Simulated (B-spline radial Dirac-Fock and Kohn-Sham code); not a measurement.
Si²⁺ ([Ne] 3s2), inside a Watson sphere of charge −2 and radius 1.8 Å that stands in for a crystal. Computed with a B-spline radial atomic code: the impulse approximation on the Dirac–Fock momentum density (average of configuration).

A figure with this caption is to be made: «The total Compton profile J(pz).» What will it show?

J(0) = 3.39 a.u.⁻¹; the profile falls to half at pz ≈ 0.84 a.u. and is 1.09 at 1.9 a.u. and 0.348 at 4.1 a.u. Its area over all pz is the number of electrons, 12.

Here it is:

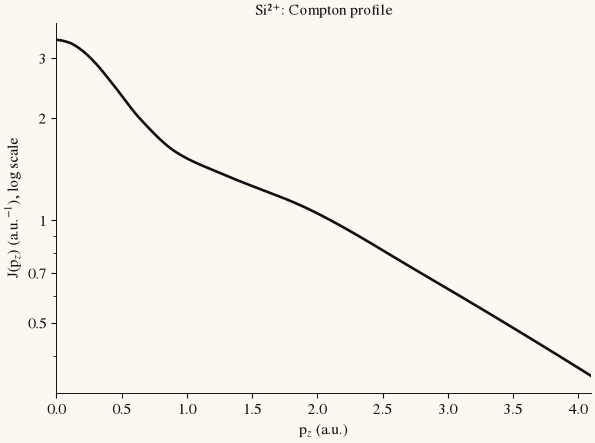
